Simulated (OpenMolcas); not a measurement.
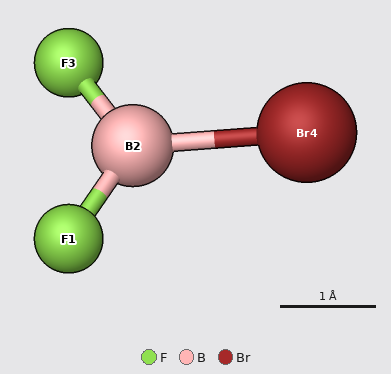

The structure as given in the input (ball-and-stick view, seen at a tilt; atoms are numbered from 1 in the order of the input). Bond lengths as drawn: B–Br 1.85 Å and B–F 1.31 Å.

# BBrF2: frequencies at the given shape calculation (part 1 of 3)

The run: frequencies at the given shape calculation of BBrF2. Method and program: HF/cc-pVDZ-DK, RHF (OpenMolcas 26.06).

The geometry comes from this level: GFN2-xTB.

## Log
```
--- Start Module: gateway ---

                                              &GATEWAY

                       available to each process: 1.9 GB of memory, 1 thread

++    Symmetry information:
      ---------------------

                    Character Table for C1

                             E
                    a        1  x, y, xy, Rz, z, xz, Ry, yz, Rx, I
--

++    Basis set information:
      ----------------------

      Basis set label: F.CC-PVDZ-DK.........

      Electronic valence basis set:
      ------------------
      Associated Effective Charge   9.000000 au
      Associated Actual Charge      9.000000 au
      Nuclear Model: Point charge

      Shell  nPrim  nBasis  Cartesian Spherical Contaminant
         s       9       3        X
         p       4       2        X
         d       1       1                 X

      Basis set label: B.CC-PVDZ-DK.........

      Electronic valence basis set:
      ------------------
      Associated Effective Charge   5.000000 au
      Associated Actual Charge      5.000000 au
      Nuclear Model: Point charge

      Shell  nPrim  nBasis  Cartesian Spherical Contaminant
         s       9       3        X
         p       4       2        X
         d       1       1                 X

      Basis set label: F.CC-PVDZ-DK.........

      Electronic valence basis set:
      ------------------
      Associated Effective Charge   9.000000 au
      Associated Actual Charge      9.000000 au
      Nuclear Model: Point charge

      Shell  nPrim  nBasis  Cartesian Spherical Contaminant
         s       9       3        X
         p       4       2        X
         d       1       1                 X

      Basis set label: BR.CC-PVDZ-DK.........

      Electronic valence basis set:
      ------------------
      Associated Effective Charge  35.000000 au
      Associated Actual Charge     35.000000 au
      Nuclear Model: Point charge

      Shell  nPrim  nBasis  Cartesian Spherical Contaminant
         s      14       5        X
         p      11       4        X
         d       6       2                 X
--

++    Molecular structure info:
      -------------------------

                    ************************************************
                    **** Cartesian Coordinates / bohr, angstrom ****
                    ************************************************

     Center  Label                x              y              z                     x              y              z
        1      F1              -0.412981      -2.554948      -0.205338             -0.218540      -1.352020      -0.108660
        2      B2              -0.204015      -0.100930      -0.030236             -0.107960      -0.053410      -0.016000
        3      F3              -2.272641       1.225620      -0.269456             -1.202630       0.648570      -0.142590
        4      BR4              2.889656       1.430258       0.505029              1.529140       0.756860       0.267250

                    ***************************************
                    *    InterNuclear Distances / bohr    *
                    ***************************************

               1 F1            2 B2            3 F3            4 BR4
    1 F1       0.000000
    2 B2       2.469115        0.000000
    3 F3       4.213684        2.469044        0.000000
    4 BR4      5.224356        3.493114        5.224080        0.000000

                    *******************************************
                    *    InterNuclear Distances / angstrom    *
                    *******************************************

               1 F1            2 B2            3 F3            4 BR4
    1 F1       0.000000
    2 B2       1.306599        0.000000
    3 F3       2.229786        1.306562        0.000000
    4 BR4      2.764610        1.848476        2.764464        0.000000

                    **************************************
                    *    Valence Bond Angles / degree    *
                    **************************************
                          Atom centers                 Phi
                      1 F1       2 B2       3 F3       117.14
--

            Nuclear Potential Energy            226.36469225 au

--- Stop Module: gateway /rc=_RC_ALL_IS_WELL_ ---

--- Start Module: seward ---

                                              &SEWARD

                       available to each process: 1.9 GB of memory, 1 thread

               SEWARD will generate:
                  Multipole Moment integrals up to order  2
                  Kinetic Energy integrals
                  Nuclear Attraction integrals (point charge)
                  One-Electron Hamiltonian integrals
                  Velocity integrals
                  Orbital angular momentum around (  1.3663   0.6762   0.2384 )
                  Velocity quadrupole around (  1.3663   0.6762   0.2384 )
                  Two-Electron Repulsion integrals

                   Integrals are discarded if absolute value <: 1.00E-14
                   Integral cutoff threshold is set to       <: 1.00E-16

            Nuclear Potential Energy            226.36469225 au

      Basis set specifications :
      Symmetry species         a
      Basis functions           69

--- Stop Module: seward /rc=_RC_ALL_IS_WELL_ ---
--- Module seward spent 1 second ---

--- Start Module: scf ---

                                                &SCF

                       available to each process: 1.9 GB of memory, 1 thread

++    Input section:
      --------------

      Header of the integral files:

      Cartesian coordinates in angstrom:
      -----------------------------------------------------
      No.  Label        X            Y            Z
      -----------------------------------------------------
       1   F1        -0.21854000  -1.35202000  -0.10866000
       2   B2        -0.10796000  -0.05341000  -0.01600000
       3   F3        -1.20263000   0.64857000  -0.14259000
       4   BR4        1.52914000   0.75686000   0.26725000
      -----------------------------------------------------
      Nuclear repulsion energy =  226.36469225
--

++    Orbital specifications:
      -----------------------

      Symmetry species               1
                                     a
      Frozen orbitals                0
      Occupied orbitals             29
      Secondary orbitals            40
      Deleted orbitals               0
      Total number of orbitals      69
      Number of basis functions     69
--

      Molecular charge                           0.000

++    Optimization specifications:
      ----------------------------

      SCF Algorithm: Conventional
      Minimized density differences are used
      Number of density matrices in core                 5
      Maximum number of NDDO SCF iterations            400
      Maximum number of HF SCF iterations              400
      Threshold for SCF energy change             1.00E-09
      Threshold for density matrix                1.00E-04
      Threshold for Fock matrix                   1.50E-04
      Threshold for linear dependence             1.00E-09
      Threshold at which DIIS is turned on        1.50E-01
      Maximum depth in the DIIS procedure                5
      Maximum depth in the BFGS Hessian update          30
      Threshold at which QNR/C2DIIS is turned on  7.50E-02
      Threshold for Norm(delta) (QNR/C2DIIS)      1.00E-03
      All orbitals punched on: SCFORB
--

      Input vectors read from INPORB
      Orbital file label: *Guess orbitals

++ Convergence information
                                   SCF        iterations: Energy and convergence statistics

Iter     Tot. SCF        One-elec.       Two-elec.     Energy      Max Dij or  Max Fij      DNorm      TNorm      AccCon     Time
         Energy          Energy          Energy        Change      Delta Norm                                                in Sec.

 The total and one-electron energies are shifted by a value of      2000. a.u.

   1  -775.982659092 -2329.121500808  1326.774149469   0.00E+00    2.24E-01*   4.39E-01*    1.07E+01   3.35E+02   None         0.
   2  -776.295294899 -2331.578848009  1328.918860863  -3.13E-01*   1.36E-01*   7.44E-02*    4.18E+00   3.36E+02   EDIIS        0.
   3  -776.330489991 -2332.147981654  1329.452799416  -3.52E-02*   3.50E-02*   2.18E-02*    1.00E+00   3.36E+02   c2DIIS       0.
   4  -776.344268072 -2331.534247100  1328.825286781  -1.38E-02*   1.11E-02*   5.31E-03*    1.96E-01   3.36E+02   QNRc2DIIS    0.
   5  -776.344580196 -2331.635439218  1328.926166775  -3.12E-04*   7.56E-03*   1.93E-03*    5.70E-02   3.36E+02   QNRc2DIIS    0.
   6  -776.344636235 -2331.611442958  1328.902114476  -5.60E-05*   9.69E-04    5.39E-04*    1.61E-02   3.36E+02   QNRc2DIIS    0.
   7  -776.344639719 -2331.610142769  1328.900810803  -3.48E-06*   4.34E-04    1.52E-04*    4.06E-03   3.36E+02   QNRc2DIIS    0.
   8  -776.344640045 -2331.612759281  1328.903426989  -3.26E-07*   1.51E-04    5.84E-05     7.97E-04   3.36E+02   QNRc2DIIS    0.
   9  -776.344640074 -2331.613257255  1328.903924934  -2.92E-08*   2.28E-05    6.33E-06     1.35E-04   3.36E+02   QNRc2DIIS    0.
  10  -776.344640075 -2331.612633639  1328.903301316  -1.15E-09*   1.00E-05    2.48E-06     5.33E-05   3.36E+02   QNRc2DIIS    0.
  11  -776.344640076 -2331.612782067  1328.903449744  -1.55E-10    1.20E-06    4.67E-07     3.41E-05   3.36E+02   QNRc2DIIS    0.

       Convergence after  11 Iterations
--

 *****************************************************************************************************************************
 *                                             SCF/KS-DFT Program, Final results                                             *
 *                                                       Final Results                                                       *
 *****************************************************************************************************************************

::    Total SCF energy                              -2776.3446400756
      One-electron energy                           -4331.6127820668
      Two-electron energy                            1328.9034497440
      Nuclear repulsion energy                        226.3646922471
      Kinetic energy (interpolated)                  3016.5750894536
      Virial theorem                                    0.9203631793
      Total spin, S(S+1)                                0.0000000000
      Total spin, S                                     0.0000000000
      Max non-diagonal density matrix element           0.0000010463
      Max non-diagonal Fock matrix element              0.0000000970

      All orbitals with orbital energies smaller than  E(LUMO)+0.5 are printed

++    Molecular orbitals:
      -------------------

      Title: SCF orbitals

      Molecular orbitals for symmetry species 1: a

      Basis set list:
        1 F1     1s                 15 B2     1s                 29 F3     1s                 43 BR4    1s                 57 BR4    3pz
        2 F1     2s                 16 B2     2s                 30 F3     2s                 44 BR4    2s                 58 BR4    4pz
        3 F1     *s                 17 B2     *s                 31 F3     *s                 45 BR4    3s                 59 BR4    *pz
        4 F1     2px                18 B2     2px                32 F3     2px                46 BR4    4s                 60 BR4    3d2-
        5 F1     *px                19 B2     *px                33 F3     *px                47 BR4    *s                 61 BR4    *d2-
        6 F1     2py                20 B2     2py                34 F3     2py                48 BR4    2px                62 BR4    3d1-
        7 F1     *py                21 B2     *py                35 F3     *py                49 BR4    3px                63 BR4    *d1-
        8 F1     2pz                22 B2     2pz                36 F3     2pz                50 BR4    4px                64 BR4    3d0
        9 F1     *pz                23 B2     *pz                37 F3     *pz                51 BR4    *px                65 BR4    *d0
       10 F1     *d2-               24 B2     *d2-               38 F3     *d2-               52 BR4    2py                66 BR4    3d1+
       11 F1     *d1-               25 B2     *d1-               39 F3     *d1-               53 BR4    3py                67 BR4    *d1+
       12 F1     *d0                26 B2     *d0                40 F3     *d0                54 BR4    4py                68 BR4    3d2+
       13 F1     *d1+               27 B2     *d1+               41 F3     *d1+               55 BR4    *py                69 BR4    *d2+
       14 F1     *d2+               28 B2     *d2+               42 F3     *d2+               56 BR4    2pz

  Index Energy  Occupation Coefficients ...

    1 -480.3592    2.0000         43 BR4    1s     ( 1.000),

    2  -63.7191    2.0000         44 BR4    2s     ( 0.998),

    3  -58.1060    2.0000         48 BR4    2px    ( 0.886),

    4  -58.1055    2.0000         56 BR4    2pz    ( 0.989),

    5  -58.1053    2.0000         52 BR4    2py    ( 0.897),

    6  -26.3301    2.0000          1 F1     1s     (-0.652),    29 F3     1s     ( 0.759),

    7  -26.3300    2.0000          1 F1     1s     ( 0.759),    29 F3     1s     ( 0.652),

    8   -9.6065    2.0000         45 BR4    3s     ( 1.020),

    9   -7.7889    2.0000         15 B2     1s     ( 1.002),

   10   -7.4219    2.0000         49 BR4    3px    ( 0.889),

   11   -7.4165    2.0000         57 BR4    3pz    ( 0.990),

   12   -7.4154    2.0000         53 BR4    3py    ( 0.899),

   13   -3.1826    2.0000         60 BR4    3d2-   ( 0.635),    64 BR4    3d0    (-0.529),    68 BR4    3d2+   ( 0.484),

   14   -3.1800    2.0000         66 BR4    3d1+   ( 0.850),

   15   -3.1786    2.0000         60 BR4    3d2-   (-0.598),    68 BR4    3d2+   ( 0.781),

   16   -3.1725    2.0000         62 BR4    3d1-   ( 0.883),

   17   -3.1724    2.0000         60 BR4    3d2-   ( 0.454),    64 BR4    3d0    ( 0.802),

   18   -1.6787    2.0000          2 F1     2s     ( 0.648),    30 F3     2s     ( 0.649),

   19   -1.6443    2.0000          2 F1     2s     (-0.674),    30 F3     2s     ( 0.673),

   20   -1.0491    2.0000         46 BR4    4s     ( 0.804),

   21   -0.8434    2.0000          6 F1     2py    (-0.567),    16 B2     2s     (-0.556),    17 B2     *s     ( 0.354),    32 F3     2px    (-0.386),
                                  34 F3     2py    ( 0.427),

   22   -0.7898    2.0000          6 F1     2py    (-0.556),    20 B2     2py    ( 0.488),    32 F3     2px    ( 0.591),

   23   -0.7447    2.0000          4 F1     2px    ( 0.590),    32 F3     2px    ( 0.401),    34 F3     2py    ( 0.437),

   24   -0.7401    2.0000          8 F1     2pz    ( 0.614),    36 F3     2pz    ( 0.614),

   25   -0.6792    2.0000          8 F1     2pz    (-0.668),    36 F3     2pz    ( 0.668),

   26   -0.6710    2.0000          4 F1     2px    (-0.622),    34 F3     2py    ( 0.676),

   27   -0.5588    2.0000         18 B2     2px    (-0.390),    50 BR4    4px    ( 0.669),

   28   -0.4617    2.0000         58 BR4    4pz    ( 0.914),

   29   -0.4516    2.0000         54 BR4    4py    ( 0.857),

   30    0.1394    0.0000         22 B2     2pz    (-0.759),    23 B2     *pz    (-0.411),

   31    0.2130    0.0000         17 B2     *s     ( 1.709),

   32    0.2937    0.0000         21 B2     *py    (-1.191),

   33    0.3118    0.0000         19 B2     *px    ( 1.727),    47 BR4    *s     (-1.683),    51 BR4    *px    ( 0.990),

   34    0.3458    0.0000         16 B2     2s     ( 1.618),    17 B2     *s     (-2.535),

   35    0.4084    0.0000         22 B2     2pz    (-1.505),    23 B2     *pz    ( 1.853),

   36    0.5299    0.0000         20 B2     2py    (-0.779),    21 B2     *py    ( 1.077),    55 BR4    *py    ( 0.561),

   37    0.6343    0.0000         16 B2     2s     ( 1.353),    17 B2     *s     (-1.885),    51 BR4    *px    (-1.250),

--

++    Molecular charges:
      ------------------

      Mulliken charges per centre and basis function type
      ---------------------------------------------------
```
